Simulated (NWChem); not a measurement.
# BNH2Cl (SMILES N[B]Cl) at UM06-2X/def2-TZVP

Aim: the vertical ionisation energy of BNH2Cl at UM06-2X/def2-TZVP, from 2 runs. 

Program for the calculation: NWChem 7.3.0.

1 further run of the same task is left out (set aside as unsound or not needed).

## (1) Starting point

The species is BNH2Cl (5 atoms), meant as a doublet with charge 0. As SMILES, `N[B]Cl`. Geometry: relaxed at PBE0-D4/def2-TZVP. This is one conformer, not always the lowest.

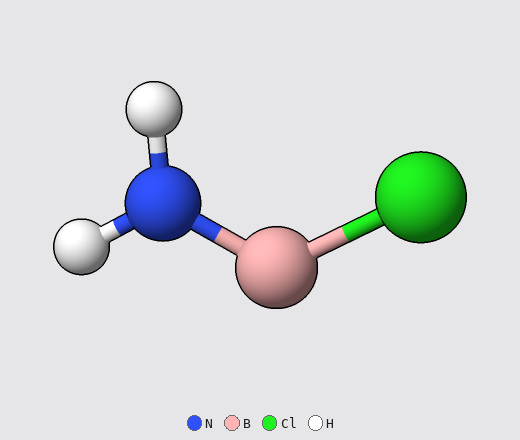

The structure, seen from a chosen angle (nitrogen blue, boron pink, chlorine green, hydrogen white).

## (2) Energy and forces at UM06-2X/def2-TZVP

work.nw reads:

```
START work
TITLE "BClH2N"
memory stack 880 mb heap 220 mb global 1100 mb

GEOMETRY noautosym nocenter noautoz
 N       -0.334000       0.412100      -0.256700
 B       -0.098400      -0.544600       0.704400
 Cl       1.343200      -1.526200       0.784600
 H       -1.176700       0.959900      -0.273100
 H        0.315800       0.625100      -1.000600
END

BASIS spherical bse
 * library def2-TZVP
END

DFT
 xc m06-2x
 mult 2
 grid fine
 convergence energy 1e-08
 iterations 100
 mulliken
END

TASK dft gradient
```

The run is started by

```sh
$ nwchem work.nw > work.out
```

Log, cut to the lines that bear on the results:

```text
[...]
          Wavefunction type:  spin polarized.
          No. of atoms     :     5
          No. of electrons :    31
[...]
          Charge           :     0
          Spin multiplicity:     2
[...]
          AO basis - number of functions:   111
[...]
              XC Information
              --------------
                       M06-2X Method XC Functional
                     Hartree-Fock (Exact) Exchange  0.540
                        M06-2X Exchange Functional  1.000
                      M06-2X Correlation Potential  1.000
[...]
 d= 0,ls=0.0,diis     1   -540.9620742945 -6.19D+02  4.52D-03  1.82D-01     5.4
[...]
 d= 0,ls=0.0,diis    11   -541.0168297874 -9.58D-09  4.09D-07  5.00D-10    53.8
[...]
         Total DFT energy =     -541.016829787397
      One electron energy =     -898.219977143991
           Coulomb energy =      319.554873894694
    Exchange-Corr. energy =      -39.969808258676
 Nuclear repulsion energy =       77.618081720576
[...]
      Total Density - Mulliken Population Analysis
     ---------------------------------------------
    Atom       Charge   Shell Charges
 -----------   ------   -------------------------------------------------------
    1 N    7     7.46   0.82  1.16  0.55  0.72  0.16  1.59  1.65  0.80  0.00  0.01  0.00
    2 B    5     4.91   0.91  1.06  0.51  0.44  0.14  0.92  0.63  0.13  0.06  0.09  0.02
    3 Cl  17    17.16   2.01  0.43  1.53  1.12  0.81  4.20  1.66  1.15  2.78  1.42  0.01  0.03  0.00
    4 H    1     0.73   0.27  0.39  0.03  0.04
    5 H    1     0.75   0.27  0.39  0.06  0.03
[...]
      <S2> =      0.7554 (Exact =     0.7500)
[...]
  wavefunction    = open shell
                         DFT ENERGY GRADIENTS
    atom               coordinates                        gradient
                 x          y          z           x          y          z
   1 N      -0.631168   0.778756  -0.485093   -0.001349   0.000920  -0.000077
   2 B      -0.185949  -1.029145   1.331123    0.002903  -0.000930  -0.001072
   3 Cl      2.538280  -2.884100   1.482679   -0.001870   0.000635   0.000648
   4 H      -2.223641   1.813948  -0.516084    0.000610  -0.000450   0.000066
   5 H       0.596775   1.181268  -1.890860   -0.000294  -0.000175   0.000434
[...]
```

It took 80 s on 1 thread of Intel Xeon Platinum 8259CL at 2.50GHz (Skylake/Cascade Lake), shared host; peak memory 0.14 GiB.

## (3) The singlet cation: a single-point energy at M06-2X/def2-TZVP

sp.xyz reads:

```xyz
5
BClH2N M06-2X
N     -0.334000     0.412100    -0.256700
B     -0.098400    -0.544600     0.704400
Cl     1.343200    -1.526200     0.784600
H     -1.176700     0.959900    -0.273100
H      0.315800     0.625100    -1.000600
```

sp.nw reads:

```
start sp
title "BClH2N M06-2X"
memory stack 880 mb heap 220 mb global 1100 mb
charge 1
geometry noautosym nocenter noautoz
  load format xyz sp.xyz
end
basis spherical bse
  * library def2-TZVP
end
dft
  xc m06-2x
  grid fine
  convergence energy 1e-08
  iterations 100
  mulliken
end
task dft
```

The run is started by

```sh
$ nwchem sp.nw > sp.out
```

Log, cut to the lines that bear on the results:

```text
[...]
          Wavefunction type:  closed shell.
          No. of atoms     :     5
          No. of electrons :    30
[...]
          Charge           :     1
          Spin multiplicity:     1
[...]
          AO basis - number of functions:   111
[...]
              XC Information
              --------------
                       M06-2X Method XC Functional
                     Hartree-Fock (Exact) Exchange  0.540
                        M06-2X Exchange Functional  1.000
                      M06-2X Correlation Potential  1.000
[...]
 d= 0,ls=0.0,diis     1   -540.4744607813 -6.18D+02  1.31D-02  4.20D+00     4.4
[...]
 d= 0,ls=0.0,diis    12   -540.7078088808 -6.48D-10  2.31D-07  1.15D-09    44.9
         Total DFT energy =     -540.707808880778
      One electron energy =     -889.905180863607
           Coulomb energy =      311.206860096627
    Exchange-Corr. energy =      -39.627569834374
 Nuclear repulsion energy =       77.618081720576
[...]
      Total Density - Mulliken Population Analysis
     ---------------------------------------------
    Atom       Charge   Shell Charges
 -----------   ------   -------------------------------------------------------
    1 N    7     7.33   0.82  1.16  0.55  0.73  0.16  1.59  1.66  0.66  0.00  0.00  0.00
    2 B    5     4.53   0.91  1.06  0.54  0.35 -0.00  0.83  0.60  0.03  0.05  0.14  0.02
    3 Cl  17    16.81   2.01  0.43  1.53  1.16  0.81  4.20  1.66  1.12  2.73  1.11  0.01  0.03  0.00
    4 H    1     0.68   0.26  0.36  0.02  0.04
    5 H    1     0.65   0.25  0.35  0.02  0.04
[...]
```

Run time: 46 s. Hardware: 1 thread of Intel Xeon Platinum 8259CL at 2.50GHz (Skylake/Cascade Lake), shared host; peak memory 0.12 GiB.

## (4) Summary of results

Level: UM06-2X/def2-TZVP.

| quantity | value |
| --- | --- |
| doublet BNH2Cl: total energy | -541.01683 Eh |
| doublet BNH2Cl: dipole moment | 2.66 D |
| doublet BNH2Cl: HOMO energy (highest over α and β) | -6.88 eV |
| doublet BNH2Cl: LUMO energy (lowest over α and β) | -1.90 eV |
| doublet BNH2Cl: ⟨S²⟩ | 0.755 |
| doublet BNH2Cl: largest force on an atom | 0.166 eV/Å |
| singlet cation: total energy | -540.70781 Eh |
| singlet cation: HOMO energy | -16.70 eV |
| singlet cation: LUMO energy | -9.63 eV |
| singlet cation: HOMO–LUMO gap | 7.07 eV |
| vertical ionisation energy (to the singlet cation) | 8.409 eV |

The vertical ionisation energy comes to 8.41 eV (811 kJ/mol). Only the singlet of the ionised species was computed; a triplet could lie lower. Mulliken charges (singlet cation) run from -0.33 on N1 to +0.47 on B2.
